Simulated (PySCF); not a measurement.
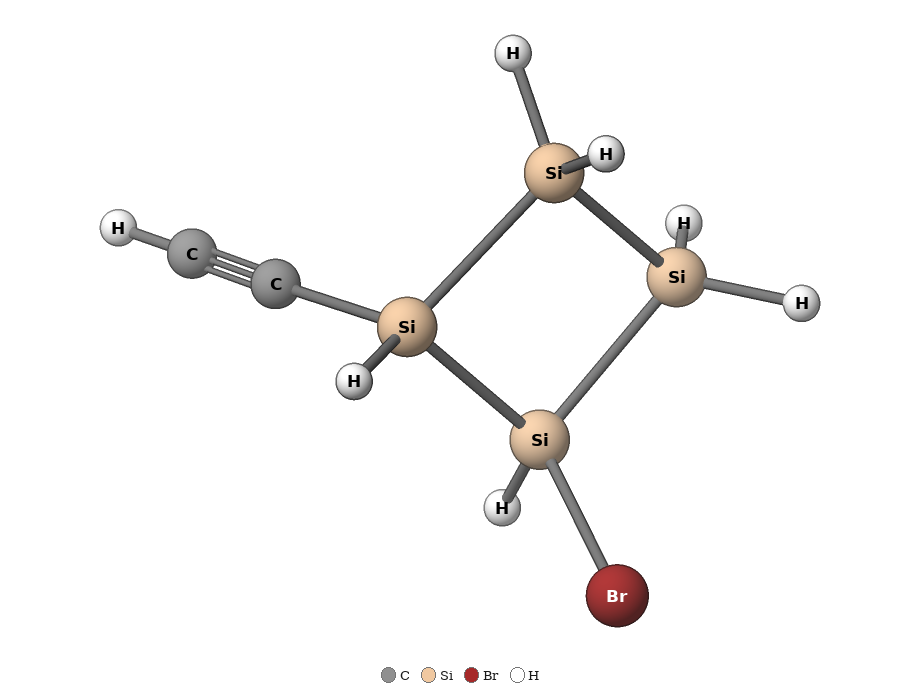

The geometry was computed by an optimisation with GFN2-xTB. No frequency run is at hand to confirm it as a minimum. Method: CAM-B3LYP/def2-SVPD, gas phase (PySCF 2.14.0). Excitations: vertical, linear response.

Computed properties:

The species is C2H7BrSi4 (`C#C[Si@@H]1[SiH2][SiH2][Si@H]1Br`).
- dipole moment: 2.38 D
- HOMO energy (Kohn–Sham orbital): −8.39 eV
- LUMO energy (Kohn–Sham orbital): −1.03 eV
- HOMO–LUMO gap: 7.37 eV
- mean static polarisability: 160.0 bohr³
- lowest vertical singlet excitation: 4.10 eV
- its oscillator strength: 0.000
- brightest of the 8 lowest singlets: 5.62 eV
- its oscillator strength: 0.12

The geometry is semi-empirical. Around Br, Si such bond lengths and angles can be off by a tenth of an ångström or more and by several degrees, and values that hang on the shape move with them.
